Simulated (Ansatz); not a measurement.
Nudged elastic band, with input and output: C₂H₁₁B₂NSi (part 1 of 2)

System: C₂H₁₁B₂NSi.
Method: RKS PBE/def2-SVP (Ansatz 0.2.0).

It belongs to a series of runs on one base structure; here: band between the two ends. Figures and captions count atoms from 1; the log counts them from 0 in places.

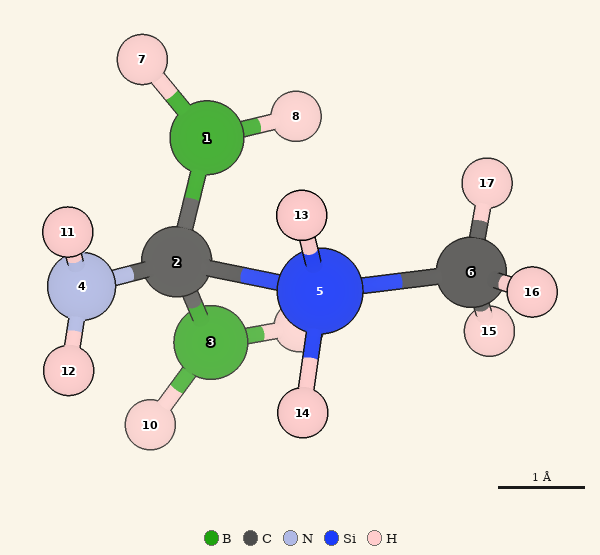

The input geometry (ball-and-stick view, seen on its broad side; atoms are numbered from 1 in the order of the input). Bond lengths as drawn: B–C 1.54 Å, B–H 1.21 to 1.22 Å, C–H 1.11 Å, C–N 1.42 Å, C–Si 1.89 to 2.01 Å, H–N 1.02 Å and H–Si 1.51 Å.

**Input**
```yaml
crystal:
  periodic: [false, false, false]
  atoms:
    - { symbol: B, position_ang: [-1.716952, -0.536007, -0.09136] }
    - { symbol: C, position_ang: [-0.307046, -1.059316, 0.221861] }
    - { symbol: B, position_ang: [0.436464, -1.321921, -1.096345] }
    - { symbol: "N", position_ang: [-0.051744, -1.836924, 1.378642] }
    - { symbol: Si, position_ang: [0.52329, 0.748748, 0.509049] }
    - { symbol: C, position_ang: [0.485707, 2.169502, -0.734618] }
    - { symbol: H, position_ang: [-2.663809, -0.897756, 0.587648] }
    - { symbol: H, position_ang: [-1.896097, 0.260114, -0.991368] }
    - { symbol: H, position_ang: [0.310179, -0.566617, -2.03931] }
    - { symbol: H, position_ang: [1.184692, -2.281602, -1.190934] }
    - { symbol: H, position_ang: [-0.530478, -1.557838, 2.236913] }
    - { symbol: H, position_ang: [0.917161, -2.117575, 1.54074] }
    - { symbol: H, position_ang: [-0.118833, 1.185217, 1.803479] }
    - { symbol: H, position_ang: [1.952148, 0.399222, 0.846968] }
    - { symbol: H, position_ang: [1.013586, 1.903789, -1.670641] }
    - { symbol: H, position_ang: [0.994714, 3.047186, -0.283461] }
    - { symbol: H, position_ang: [-0.551981, 2.461177, -0.987063] }
basis:
  gaussian: { orbitals: def2-SVP }
hamiltonian:
  xc: pbe
neb:
  order_check: false
  images: 9
  f_tol: 0.03
  max_iterations: 60
  final_atoms:
    - { symbol: B, position_ang: [-1.65838117, -0.52313652, -0.06900164] }
    - { symbol: C, position_ang: [-0.22992821, -0.96555236, 0.27206784] }
    - { symbol: B, position_ang: [0.43955583, -1.32394199, -1.06021062] }
    - { symbol: "N", position_ang: [0.094729, -1.61952854, 1.49608573] }
    - { symbol: Si, position_ang: [0.56686319, 0.84245436, 0.56469609] }
    - { symbol: C, position_ang: [0.46587033, 2.18747636, -0.75776771] }
    - { symbol: H, position_ang: [-2.58966015, -0.95442629, 0.59444137] }
    - { symbol: H, position_ang: [-1.88190071, 0.26129955, -0.96840818] }
    - { symbol: H, position_ang: [0.36892426, -0.58788472, -2.02338704] }
    - { symbol: H, position_ang: [1.07399122, -2.3648072, -1.14730938] }
    - { symbol: H, position_ang: [-0.70660681, -1.8541254, 2.08883224] }
    - { symbol: H, position_ang: [0.75536609, -2.39711462, 1.41076141] }
    - { symbol: H, position_ang: [-0.09201568, 1.32349375, 1.82924038] }
    - { symbol: H, position_ang: [2.00946844, 0.54303721, 0.869872] }
    - { symbol: H, position_ang: [0.96530864, 1.87976202, -1.69698176] }
    - { symbol: H, position_ang: [0.98135617, 3.0926671, -0.37248842] }
    - { symbol: H, position_ang: [-0.58193944, 2.45972631, -0.99024231] }
  initial_path:
    images:
      - { positions_ang: [[-1.716952, -0.536007, -0.09136], [-0.307046, -1.059316, 0.221861], [0.436464, -1.321921, -1.096345], [-0.051744, -1.836924, 1.378642], [0.52329, 0.748748, 0.509049], [0.485707, 2.169502, -0.734618], [-2.663809, -0.897756, 0.587648], [-1.896097, 0.260114, -0.991368], [0.310179, -0.566617, -2.03931], [1.184692, -2.281602, -1.190934], [-0.530478, -1.557838, 2.236913], [0.917161, -2.117575, 1.54074], [-0.118833, 1.185217, 1.803479], [1.952148, 0.399222, 0.846968], [1.013586, 1.903789, -1.670641], [0.994714, 3.047186, -0.283461], [-0.551981, 2.461177, -0.987063]] }
      - { positions_ang: [[-1.71286833, -0.53761295, -0.08281552], [-0.2855307, -1.00051467, 0.22199345], [0.43497022, -1.32791441, -1.10126871], [-0.03685879, -1.81312798, 1.36517304], [0.54796905, 0.77096717, 0.53745843], [0.4853485, 2.16512903, -0.7281596], [-2.64057495, -0.92647783, 0.58726571], [-1.92558717, 0.25796991, -0.97997185], [0.33497275, -0.59720085, -2.04653533], [1.1438439, -2.30803265, -1.16834035], [-0.59487998, -1.60773227, 2.18411039], [0.91695005, -2.12710768, 1.49855269], [-0.0984455, 1.2348101, 1.8178874], [1.97085489, 0.44581449, 0.86609558], [1.00232914, 1.86887174, -1.66064334], [0.99539243, 3.05860479, -0.30211889], [-0.5568845, 2.44295306, -0.9684831]] }
      - { positions_ang: [[-1.70878465, -0.53921891, -0.07427103], [-0.2640154, -0.94171333, 0.2221259], [0.43347644, -1.33390782, -1.10619241], [-0.02197358, -1.78933196, 1.35170409], [0.5726481, 0.79318634, 0.56586785], [0.48498999, 2.16075606, -0.7217012], [-2.61734091, -0.95519966, 0.58688342], [-1.95507735, 0.25582582, -0.9685757], [0.35976649, -0.6277847, -2.05376066], [1.1029958, -2.33446331, -1.14574669], [-0.65928196, -1.65762654, 2.13130777], [0.9167391, -2.13664036, 1.45636539], [-0.078058, 1.28440319, 1.83229581], [1.98956177, 0.49240698, 0.88522315], [0.99107228, 1.83395448, -1.65064569], [0.99607087, 3.07002359, -0.32077679], [-0.561788, 2.42472913, -0.9499032]] }
      - { positions_ang: [[-1.70470098, -0.54082486, -0.06572655], [-0.2425001, -0.882912, 0.22225835], [0.43198266, -1.33990122, -1.11111612], [-0.00708837, -1.76553595, 1.33823513], [0.59732716, 0.81540551, 0.59427728], [0.48463149, 2.1563831, -0.7152428], [-2.59410686, -0.98392149, 0.58650113], [-1.98456752, 0.25368173, -0.95717955], [0.38456024, -0.65836855, -2.06098599], [1.0621477, -2.36089396, -1.12315304], [-0.72368394, -1.70752081, 2.07850516], [0.91652815, -2.14617303, 1.41417808], [-0.05767051, 1.33399629, 1.84670421], [2.00826866, 0.53899946, 0.90435073], [0.97981542, 1.79903722, -1.64064803], [0.9967493, 3.08144238, -0.33943468], [-0.5666915, 2.40650519, -0.93132331]] }
      - { positions_ang: [[-1.7006173, -0.54243081, -0.05718207], [-0.2209848, -0.82411067, 0.2223908], [0.43048888, -1.34589463, -1.11603983], [0.00779685, -1.74173993, 1.32476617], [0.62200621, 0.83762468, 0.6226867], [0.48427299, 2.15201013, -0.7087844], [-2.57087282, -1.01264332, 0.58611884], [-2.01405769, 0.25153764, -0.9457834], [0.40935398, -0.6889524, -2.06821131], [1.02129961, -2.38732462, -1.10055939], [-0.78808592, -1.75741508, 2.02570255], [0.9163172, -2.15570571, 1.37199077], [-0.03728301, 1.38358938, 1.86111262], [2.02697554, 0.58559195, 0.9234783], [0.96855856, 1.76411996, -1.63065038], [0.99742773, 3.09286117, -0.35809257], [-0.57159501, 2.38828125, -0.91274341]] }
      - { positions_ang: [[-1.69653363, -0.54403677, -0.04863758], [-0.1994695, -0.76530933, 0.22252325], [0.4289951, -1.35188804, -1.12096353], [0.02268206, -1.71794391, 1.31129722], [0.64668526, 0.85984385, 0.65109613], [0.48391448, 2.14763716, -0.70232601], [-2.54763877, -1.04136515, 0.58573655], [-2.04354786, 0.24939355, -0.93438725], [0.43414773, -0.71953625, -2.07543664], [0.98045151, -2.41375527, -1.07796573], [-0.8524879, -1.80730935, 1.97289994], [0.91610625, -2.16523839, 1.32980346], [-0.01689551, 1.43318248, 1.87552102], [2.04568243, 0.63218444, 0.94260588], [0.9573017, 1.72920269, -1.62065272], [0.99810616, 3.10427997, -0.37675046], [-0.57649851, 2.37005731, -0.89416351]] }
      - { positions_ang: [[-1.68890314, -0.53985672, -0.0527104], [-0.20556124, -0.80535794, 0.23243217], [0.43110724, -1.34629883, -1.10881295], [0.03709145, -1.69826084, 1.34825492], [0.63072085, 0.85636595, 0.63381612], [0.48030565, 2.155605, -0.71341435], [-2.55604305, -1.02397738, 0.58747752], [-2.01121843, 0.25177475, -0.94119144], [0.42110303, -0.69320594, -2.06502672], [0.99915945, -2.40396566, -1.09183446], [-0.82331168, -1.81667256, 1.9960864], [0.88395822, -2.21161364, 1.34599505], [-0.03191955, 1.41124473, 1.86626489], [2.03843963, 0.61435499, 0.9280591], [0.95890309, 1.75931456, -1.63591853], [0.99475617, 3.10195739, -0.37589806], [-0.57758669, 2.38799111, -0.91337927]] }
      - { positions_ang: [[-1.68127265, -0.53567667, -0.05678321], [-0.21165298, -0.84540655, 0.24234109], [0.43321939, -1.34070962, -1.09666237], [0.05150083, -1.67857776, 1.38521262], [0.61475643, 0.85288805, 0.61653611], [0.47669682, 2.16357284, -0.72450269], [-2.56444732, -1.00658961, 0.58921848], [-1.978889, 0.25415595, -0.94799563], [0.40805834, -0.66687564, -2.0546168], [1.01786739, -2.39417604, -1.10570319], [-0.79413546, -1.82603577, 2.01927286], [0.85181019, -2.25798888, 1.36218664], [-0.04694358, 1.38930699, 1.85700877], [2.03119683, 0.59652555, 0.91351233], [0.96050448, 1.78942642, -1.65118434], [0.99140617, 3.09963482, -0.37504565], [-0.57867488, 2.40592491, -0.93259503]] }
      - { positions_ang: [[-1.67364216, -0.53149662, -0.06085602], [-0.21774473, -0.88545515, 0.25225], [0.43533154, -1.33512041, -1.08451179], [0.06591022, -1.65889469, 1.42217033], [0.59879202, 0.84941015, 0.59925611], [0.47308799, 2.17154068, -0.73559103], [-2.5728516, -0.98920183, 0.59095945], [-1.94655957, 0.25653715, -0.95479981], [0.39501365, -0.64054533, -2.04420688], [1.03657533, -2.38438643, -1.11957192], [-0.76495924, -1.83539898, 2.04245932], [0.81966216, -2.30436413, 1.37837823], [-0.06196761, 1.36736924, 1.84775264], [2.02395403, 0.5786961, 0.89896555], [0.96210587, 1.81953829, -1.66645015], [0.98805617, 3.09731225, -0.37419324], [-0.57976307, 2.42385871, -0.95181079]] }
      - { positions_ang: [[-1.66601166, -0.52731657, -0.06492883], [-0.22383647, -0.92550376, 0.26215892], [0.43744368, -1.3295312, -1.0723612], [0.08031961, -1.63921162, 1.45912803], [0.5828276, 0.84593225, 0.5819761], [0.46947916, 2.17950852, -0.74667937], [-2.58125587, -0.97181406, 0.59270041], [-1.91423014, 0.25891835, -0.961604], [0.38196895, -0.61421503, -2.03379696], [1.05528328, -2.37459681, -1.13344065], [-0.73578303, -1.84476219, 2.06564578], [0.78751413, -2.35073937, 1.39456982], [-0.07699164, 1.34543149, 1.83849651], [2.01671124, 0.56086666, 0.88441878], [0.96370725, 1.84965015, -1.68171595], [0.98470617, 3.09498967, -0.37334083], [-0.58085125, 2.44179251, -0.97102655]] }
      - { positions_ang: [[-1.65838117, -0.52313652, -0.06900164], [-0.22992821, -0.96555236, 0.27206784], [0.43955583, -1.32394199, -1.06021062], [0.094729, -1.61952854, 1.49608573], [0.56686319, 0.84245436, 0.56469609], [0.46587033, 2.18747636, -0.75776771], [-2.58966015, -0.95442629, 0.59444137], [-1.88190071, 0.26129955, -0.96840818], [0.36892426, -0.58788472, -2.02338704], [1.07399122, -2.3648072, -1.14730938], [-0.70660681, -1.8541254, 2.08883224], [0.75536609, -2.39711462, 1.41076141], [-0.09201568, 1.32349375, 1.82924038], [2.00946844, 0.54303721, 0.869872], [0.96530864, 1.87976202, -1.69698176], [0.98135617, 3.0926671, -0.37248842], [-0.58193944, 2.45972631, -0.99024231]] }
```

Command:
```bash
ansatz run input.yaml --threads 2 --pin off --max-ram 3072MiB --backend cpu --events-out ev --progress --plain --runs-dir out
```

**What the program printed**
```
Engine: ansatz 0.2.0, aarch64-unknown-linux-gnu
Functional definition: PBE
  parameter kappa = 0.804
  parameter beta = 0.06672455060314922
  exchange = pbe_x(kappa = kappa, mu = beta*pi^2/3)
  correlation = pbe_c(beta = beta)
1630 factors; their error is unknown
mean field evaluation 1: about -12940.4515 eV, gradient 7.6e1 eV
mean field evaluation 2: about -12893.2538 eV, gradient 1.4e2 eV
mean field evaluation 4: about -12954.5922 eV, gradient 1.1e1 eV
mean field evaluation 8: about -12954.8936 eV, gradient 3.6e-1 eV
mean field evaluation 16: about -12954.8120 eV, gradient 1.9e-3 eV
mean field -12954.81196442 eV, -476.0805586056 hartree, gradient 4.5e-5 eV, S^2 0.000000; 0 other end points of the search recorded, 0 dependent functions left out
the calculation of the forces begins
reference -12954.81200915 eV, -476.0805602492 hartree; 27, 27 occupied and 116, 116 virtual orbitals, 1630 factors
1630 factors; their error is unknown
mean field evaluation 32: about -12954.8518 eV, gradient 2.3e-2 eV
mean field -12954.85179009 eV, -476.0820221717 hartree, gradient 1.9e-5 eV, S^2 0.000000; 0 other end points of the search recorded, 0 dependent functions left out
[... from here on the field's lines of each further geometry are left out, up to the last ...]
NEB iter   1: max|band force component| = 3.355e0 eV/Å  barrier→ = 0.8790 eV  barrier← = 0.9189 eV  Δτ_max = 0.1967 Å  (336 SCF iters)
NEB iter   2: max|band force component| = 1.557e0 eV/Å  barrier→ = 0.1788 eV  barrier← = 0.2186 eV  Δτ_max = 0.1831 Å  (265 SCF iters)
NEB iter   3: max|band force component| = 1.103e0 eV/Å  barrier→ = 0.0496 eV  barrier← = 0.0895 eV  Δτ_max = 0.0686 Å  (272 SCF iters)
NEB iter   4: max|band force component| = 2.848e-1 eV/Å  barrier→ = 0.0311 eV  barrier← = 0.0709 eV  CI = image 4  Δτ_max = 0.0524 Å  (273 SCF iters)
NEB iter   5: max|band force component| = 1.018e-1 eV/Å  barrier→ = 0.0167 eV  barrier← = 0.0566 eV  CI = image 4  Δτ_max = 0.0348 Å  (281 SCF iters)
NEB iter   6: max|band force component| = 5.449e-2 eV/Å  barrier→ = 0.0146 eV  barrier← = 0.0544 eV  CI = image 4  Δτ_max = 0.0501 Å  (264 SCF iters)
NEB iter   7: max|band force component| = 5.337e-2 eV/Å  barrier→ = 0.0129 eV  barrier← = 0.0527 eV  CI = image 4  Δτ_max = 0.0349 Å  (274 SCF iters)
NEB iter   8: max|band force component| = 3.654e-2 eV/Å  barrier→ = 0.0121 eV  barrier← = 0.0520 eV  CI = image 4  Δτ_max = 0.0282 Å  (272 SCF iters)
NEB iter   9: max|band force component| = 4.331e-2 eV/Å  barrier→ = 0.0114 eV  barrier← = 0.0512 eV  CI = image 4  Δτ_max = 0.0141 Å  (272 SCF iters)
NEB iter  10: max|band force component| = 3.673e-2 eV/Å  barrier→ = 0.0110 eV  barrier← = 0.0508 eV  CI = image 4  Δτ_max = 0.0141 Å  (272 SCF iters)
NEB iter  11: max|band force component| = 6.026e-2 eV/Å  barrier→ = 0.0107 eV  barrier← = 0.0506 eV  CI = image 4  Δτ_max = 0.0071 Å  (282 SCF iters)
NEB iter  12: max|band force component| = 4.300e-2 eV/Å  barrier→ = 0.0106 eV  barrier← = 0.0504 eV  CI = image 4  Δτ_max = 0.0071 Å  (255 SCF iters)
NEB iter  13: max|band force component| = 2.412e-2 eV/Å  barrier→ = 0.0105 eV  barrier← = 0.0503 eV  CI = image 4  Δτ_max = 0.0071 Å  (215 SCF iters)
the calculation of the forces begins
reference -12954.85076168 eV, -476.0819843786 hartree; 27, 27 occupied and 116, 116 virtual orbitals, 1630 factors
1630 factors; their error is unknown
mean field evaluation 1152: about -12954.5897 eV, gradient 1.1e1 eV
mean field -12954.80159876 eV, -476.0801776744 hartree, gradient 1.1e-5 eV, S^2 0.000000; 1 other end points of the search recorded, 0 dependent functions left out
the calculation of the forces begins
reference -12954.80164347 eV, -476.0801793175 hartree; 27, 27 occupied and 116, 116 virtual orbitals, 1630 factors
NEB iter  14: max|band force component| = 2.412e-2 eV/Å  barrier→ = 0.0104 eV  barrier← = 0.0502 eV  CI = image 4  Δτ_max = 0.0000 Å  (303 SCF iters)
```

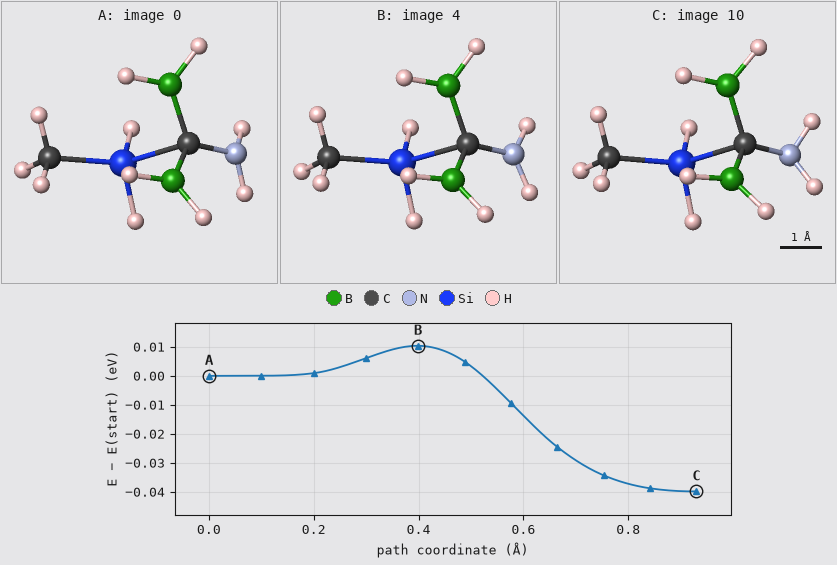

Images of the last band (counted from 0; ball-and-stick, seen at a tilt) above the energy along the path; the line is a cubic interpolation that uses the forces. The highest image is number 4, 0.010 eV above the start and 0.050 eV above the end (the climbing image); the end lies 0.040 eV below the start. The path is 0.93 Å long. The band converged in 14 iterations.
